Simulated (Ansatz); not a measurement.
System: fcc Pd. Method: r²SCANh (plane waves, PAW; Ansatz, a program for electronic structure).

Run with plane-wave cutoff 520 eV, 14×14×14 k mesh, Fermi–Dirac smearing 0.05 eV, scalar-relativistic PAW data made under PBE.

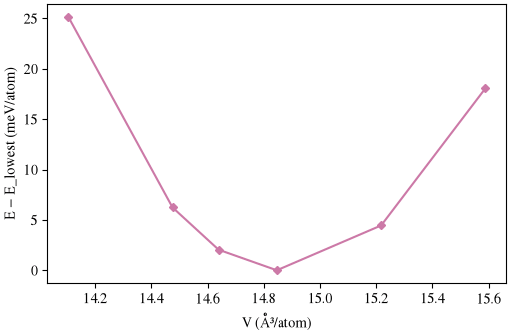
*Total energy against volume*

Question: From the curve, estimate the equilibrium volume and the bulk modulus.

Answer: V0 ≈ 14.9 Å³/atom and B0 ≈ 180 GPa; the fit gives V0 = 14.867 Å³/atom, B0 = 184 GPa, B′ = 5.6.

Measured, for comparison: bulk modulus 195 GPa (zero-point energy and finite temperature contributions removed, our sources range from 187 to 198; as tabulated in doi:10.1021/acs.jctc.3c00612); equilibrium volume per atom 14.56 Å³/atom (static lattice: zero-point anharmonic expansion removed; as tabulated in Mejia-Rodriguez and Trickey (2018), arXiv:1807.09216). Computed (rounded) less measured: bulk modulus -6 % (-2 % to -7 % over the range), equilibrium volume per atom +2.1 %.

Static lattice: no zero-point or thermal effects.

Computing time: about 29 core-minutes (a rough figure).
